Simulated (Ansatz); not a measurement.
## SnNH₅Cl₂: geometry relaxation (part 2 of 2)

The same run, continued: SnNH₅Cl₂; RKS CAM-B3LYP-D4/def2-SVP (Ansatz 0.2.0). It belongs to a series of runs on one base structure; here: end point B relaxed.

Geometry of the input (Å):
```
Sn 0.1479  0.6172  -0.2954
H  0.8288  -0.5193  2.3363
Cl 1.9979  -0.6171  -1.0389
Cl -0.6596  1.8388  -2.1306
H  -1.0645  -0.4387  0.2348
N  0.7998  2.0345  1.0690
H  1.7998  1.9119  1.2420
H  0.6752  2.9693  0.6740
H  0.7278  0.1930  2.3910
```

```
mean field -32440.09479657 eV, -1192.1514950881 hartree, gradient 1.9e-5 eV, S^2 0.000000; 1 other end points of the search recorded, 0 dependent functions left out
the calculation of the forces begins
reference -32440.09493619 eV, -1192.1515002189 hartree; 34, 34 occupied and 67, 67 virtual orbitals, 1134 factors
Total energy: -32440.28513181 eV, -1192.1584897789 hartree
Atom 0 at     0.190251     0.626268    -0.796088 Å, force    -0.003510    -0.001596     0.002609 eV/Å
Atom 1 at     0.684477     0.082198     3.879004 Å, force     0.001934     0.004026    -0.009717 eV/Å
Atom 2 at     2.063321    -0.197183    -1.926957 Å, force     0.001318     0.002684     0.000383 eV/Å
Atom 3 at    -0.808866     2.279019    -2.127565 Å, force     0.000664    -0.000561    -0.000959 eV/Å
Atom 4 at    -0.932570    -0.619986    -0.558349 Å, force    -0.001029     0.001649     0.000533 eV/Å
Atom 5 at     0.920723     1.472391     0.882060 Å, force     0.003586    -0.002235    -0.004208 eV/Å
Atom 6 at     1.926848     1.626832     0.827292 Å, force    -0.001266     0.001371     0.002097 eV/Å
Atom 7 at     0.472464     2.352460     1.133114 Å, force     0.000768    -0.001577    -0.000716 eV/Å
Atom 8 at     0.736655     0.367701     3.169790 Å, force    -0.002465    -0.003761     0.009979 eV/Å
Dipole moment:    -0.090339     0.060540     0.314657 e Å
```

## Trajectory as extended XYZ (Å, eV, eV/Å), 12 of the 43 frames kept, from step=1 to step=43
```
9
Properties=species:S:1:pos:R:3:forces:R:3 step=1 energy=-32440.15635
Sn    0.1479    0.6172   -0.2954    0.2409   0.5817   0.3535
H     0.8288   -0.5193    2.3363    0.2688  -1.7614  -0.0377
Cl    1.9979   -0.6171   -1.0389   -0.0329   0.0223   0.0349
Cl   -0.6596    1.8388   -2.1306    0.0063  -0.0227   0.0461
H    -1.0645   -0.4387    0.2348    0.0033   0.0173  -0.0097
N     0.7998    2.0345    1.0690   -0.2189  -0.3843  -0.6468
H     1.7998    1.9119    1.2420   -0.0433   0.0113  -0.0061
H     0.6752    2.9693    0.6740    0.0114  -0.0391   0.0202
H     0.7278    0.1930    2.3910   -0.2356   1.5750   0.2457
9
Properties=species:S:1:pos:R:3:forces:R:3 step=5 energy=-32440.26204 accepted=F
Sn    0.1456    0.6916   -0.3889   -0.0368   0.0839  -0.0426
H     0.9228   -0.7036    2.6738    0.1007  -0.3796   0.0036
Cl    1.9955   -0.5607   -1.0963   -0.0075  -0.0008   0.0211
Cl   -0.6978    1.8725   -2.2281    0.0094   0.0374  -0.0326
H    -1.0792   -0.3514    0.1339    0.0179  -0.0413   0.0508
N     0.8018    2.0671    0.9331   -0.1239  -0.1672   0.0079
H     1.7812    1.9263    1.1652    0.1181   0.0636   0.0357
H     0.6656    3.0268    0.6226    0.0193   0.0201  -0.0476
H     0.7177    0.0209    2.6670   -0.0972   0.3838   0.0037
9
Properties=species:S:1:pos:R:3:forces:R:3 step=9 energy=-32440.26841
Sn    0.1325    0.6937   -0.4244    0.0101  -0.0053  -0.0043
H     0.9230   -0.6966    2.7703   -0.0141   0.0513  -0.0005
Cl    1.9790   -0.5686   -1.1188   -0.0037   0.0005  -0.0009
Cl   -0.6607    1.9233   -2.2567   -0.0006   0.0014   0.0040
H    -1.0954   -0.3521    0.0927    0.0031  -0.0027   0.0000
N     0.8002    2.0219    0.9384   -0.0358   0.0240  -0.0060
H     1.8007    1.9312    1.1099    0.0054   0.0093  -0.0123
H     0.6037    2.9864    0.6712    0.0250  -0.0280   0.0163
H     0.7703    0.0505    2.6996    0.0107  -0.0504   0.0038
9
Properties=species:S:1:pos:R:3:forces:R:3 step=12 energy=-32440.26888 accepted=F
Sn    0.1393    0.6906   -0.4593    0.0311  -0.0072   0.0139
H     0.8416   -0.6621    2.9182   -0.0286   0.2290  -0.0507
Cl    1.9928   -0.5293   -1.2062   -0.0028   0.0036  -0.0067
Cl   -0.6884    1.9540   -2.2540   -0.0071  -0.0076   0.0147
H    -1.0621   -0.3864    0.0573   -0.0086   0.0161  -0.0115
N     0.8381    1.9712    0.9366    0.1132   0.1043  -0.0390
H     1.8584    1.9280    1.0044   -0.1684   0.0226  -0.0074
H     0.5708    2.9414    0.7550    0.0458  -0.1326   0.0303
H     0.7629    0.0822    2.7304    0.0253  -0.2282   0.0563
9
Properties=species:S:1:pos:R:3:forces:R:3 step=16 energy=-32440.27186
Sn    0.1608    0.6828   -0.4795    0.0041  -0.0065   0.0012
H     0.7732   -0.6292    2.9984   -0.0105   0.0995  -0.0219
Cl    2.0102   -0.5007   -1.2921   -0.0068   0.0123  -0.0026
Cl   -0.7365    1.9674   -2.2256    0.0079  -0.0055   0.0116
H    -1.0204   -0.4143    0.0404   -0.0014   0.0022  -0.0019
N     0.8705    1.9454    0.9255   -0.0050   0.0741  -0.0287
H     1.8893    1.9261    0.9733   -0.0290   0.0058  -0.0010
H     0.5745    2.9118    0.7791    0.0322  -0.0832   0.0173
H     0.7316    0.1005    2.7628    0.0086  -0.0986   0.0260
9
Properties=species:S:1:pos:R:3:forces:R:3 step=20 energy=-32440.27514
Sn    0.1866    0.6679   -0.5338   -0.0091  -0.0052  -0.0191
H     0.6535   -0.5222    3.2152    0.0103   0.1572  -0.0841
Cl    2.0279   -0.4335   -1.4687   -0.0073   0.0149   0.0145
Cl   -0.7907    2.0100   -2.1910    0.0011   0.0085   0.0003
H    -0.9635   -0.4713   -0.0344    0.0098   0.0000   0.0107
N     0.9303    1.8644    0.9105    0.0450   0.0857  -0.0260
H     1.9497    1.9170    0.8716   -0.0949   0.0104   0.0092
H     0.5554    2.8148    0.8842    0.0576  -0.1181   0.0048
H     0.7042    0.1427    2.8287   -0.0124  -0.1535   0.0898
9
Properties=species:S:1:pos:R:3:forces:R:3 step=24 energy=-32440.27916
Sn    0.1918    0.6558   -0.6030    0.0391   0.0223  -0.0208
H     0.5918   -0.3769    3.4280    0.0064   0.0666  -0.0508
Cl    2.0335   -0.3626   -1.6217   -0.0027  -0.0119   0.0087
Cl   -0.8029    2.0688   -2.1914   -0.0126  -0.0036   0.0200
H    -0.9408   -0.5133   -0.1335   -0.0005   0.0069  -0.0011
N     0.9791    1.7569    0.8926   -0.0385   0.1492  -0.0030
H     1.9811    1.9086    0.7672   -0.0800  -0.0019   0.0109
H     0.5259    2.6644    1.0265    0.0942  -0.1647  -0.0187
H     0.6938    0.1882    2.9176   -0.0055  -0.0630   0.0549
9
Properties=species:S:1:pos:R:3:forces:R:3 step=28 energy=-32440.28172
Sn    0.2029    0.6530   -0.6537    0.0003  -0.0048   0.0043
H     0.5618   -0.2769    3.5431    0.0231   0.0722  -0.0747
Cl    2.0359   -0.3422   -1.7075   -0.0040   0.0057   0.0021
Cl   -0.8128    2.1068   -2.1909    0.0034   0.0012   0.0054
H    -0.9300   -0.5231   -0.2032   -0.0052  -0.0048  -0.0082
N     0.9970    1.6928    0.8783    0.0043   0.0617   0.0125
H     1.9833    1.9078    0.7340   -0.0283  -0.0042   0.0028
H     0.5053    2.5559    1.1109    0.0299  -0.0591  -0.0194
H     0.7099    0.2156    2.9714   -0.0236  -0.0679   0.0752
9
Properties=species:S:1:pos:R:3:forces:R:3 step=32 energy=-32440.28313
Sn    0.2037    0.6414   -0.7164   -0.0115  -0.0115  -0.0008
H     0.5718   -0.1030    3.7037    0.0286   0.0587  -0.1066
Cl    2.0367   -0.2951   -1.8213    0.0026   0.0116   0.0002
Cl   -0.8038    2.1829   -2.1737    0.0079  -0.0148   0.0142
H    -0.9285   -0.5636   -0.3412    0.0025   0.0225  -0.0031
N     0.9990    1.5901    0.8738   -0.0287   0.0526   0.0080
H     1.9707    1.8587    0.7208   -0.0272   0.0015   0.0123
H     0.4771    2.4090    1.1885    0.0535  -0.0650  -0.0327
H     0.7266    0.2694    3.0483   -0.0276  -0.0557   0.1085
9
Properties=species:S:1:pos:R:3:forces:R:3 step=35 energy=-32440.28410
Sn    0.2021    0.6371   -0.7315   -0.0007   0.0049   0.0066
H     0.5964   -0.0776    3.7361    0.0051   0.0103  -0.0156
Cl    2.0448   -0.2713   -1.8439   -0.0002   0.0013   0.0030
Cl   -0.8092    2.1959   -2.1648    0.0007   0.0041  -0.0008
H    -0.9314   -0.5710   -0.3778   -0.0011  -0.0075  -0.0028
N     0.9819    1.5706    0.8753    0.0179  -0.0012  -0.0075
H     1.9656    1.8070    0.7500   -0.0160  -0.0062   0.0012
H     0.4802    2.4091    1.1635   -0.0018   0.0027  -0.0007
H     0.7229    0.2899    3.0754   -0.0040  -0.0084   0.0166
9
Properties=species:S:1:pos:R:3:forces:R:3 step=39 energy=-32440.28488
Sn    0.1934    0.6279   -0.7752   -0.0025   0.0034  -0.0015
H     0.6569    0.0318    3.8359    0.0018   0.0040  -0.0077
Cl    2.0590   -0.2164   -1.9023   -0.0015  -0.0014   0.0008
Cl   -0.8115    2.2538   -2.1357    0.0000  -0.0001  -0.0009
H    -0.9326   -0.6083   -0.5026    0.0034  -0.0012  -0.0011
N     0.9395    1.5028    0.8807    0.0146   0.0309   0.0052
H     1.9416    1.6778    0.8057   -0.0292  -0.0055   0.0026
H     0.4776    2.3754    1.1355    0.0151  -0.0269  -0.0062
H     0.7293    0.3448    3.1402   -0.0015  -0.0034   0.0089
9
Properties=species:S:1:pos:R:3:forces:R:3 step=43 energy=-32440.28499
Sn    0.1903    0.6263   -0.7961   -0.0035  -0.0016   0.0026
H     0.6845    0.0822    3.8790    0.0019   0.0040  -0.0097
Cl    2.0633   -0.1972   -1.9270    0.0013   0.0027   0.0004
Cl   -0.8089    2.2790   -2.1276    0.0007  -0.0006  -0.0010
H    -0.9326   -0.6200   -0.5583   -0.0010   0.0016   0.0005
N     0.9207    1.4724    0.8821    0.0036  -0.0022  -0.0042
H     1.9268    1.6268    0.8273   -0.0013   0.0014   0.0021
H     0.4725    2.3525    1.1331    0.0008  -0.0016  -0.0007
H     0.7367    0.3677    3.1698   -0.0025  -0.0038   0.0100
```

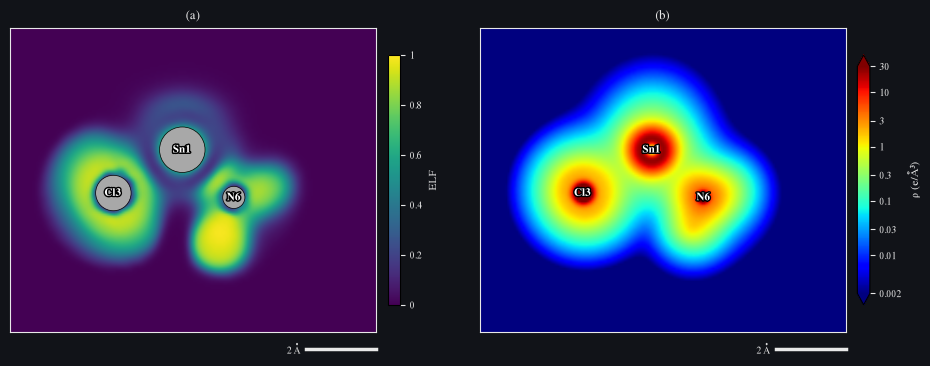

*(a) electron localisation function; (b) total electron density on the plane of atoms Cl3, Sn1 and N6. Grey discs, where drawn, cover atomic cores.*

The section cuts through Sn, Cl and N sites. Sn–N (2.02 Å): ρ at the midpoint is about 0.77 e/Å³; the ELF peaks at about 0.85 in the valence shell of N, 0.7 Å from its nucleus, and drops to about 0.15 between the two atoms. Sn–Cl (2.34 Å): ρ at the midpoint is about 0.55 e/Å³; the ELF peaks at about 0.80 in the valence shell of Cl, 0.8 Å from its nucleus, and drops to about 0.15 between the two atoms.

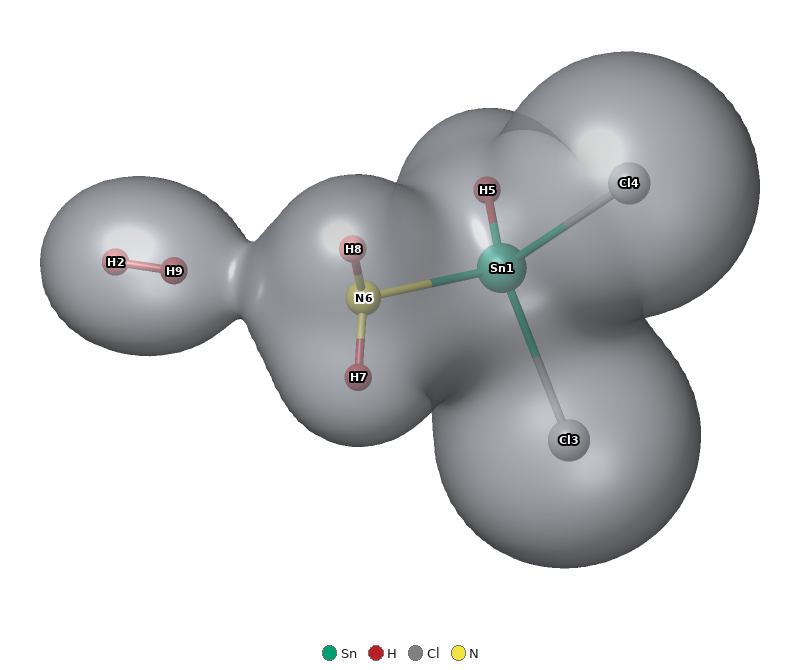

*Isosurface of the electron density at 0.05 e/Å³ (grey), seen from the side.*

At this value the surface is in one piece. On the grid the lowest density along these lines, outside the cores, is 0.07 e/Å³ (N···H, 2.55 Å), 0.76 e/Å³ (Sn–N, 2.02 Å), 0.54 e/Å³ (Sn–Cl, 2.34 Å) and 1.7 e/Å³ (H–H, 0.77 Å).

## Results in brief

- outcome: converged
- total energy: −32440.2851 eV
- mean-field energy: −32440.0949 eV
- largest force (length of the vector) at the end: 0.011 eV/Å
- wall time: 82 s (CPU time 5 min)
- peak memory: 0.29 GiB
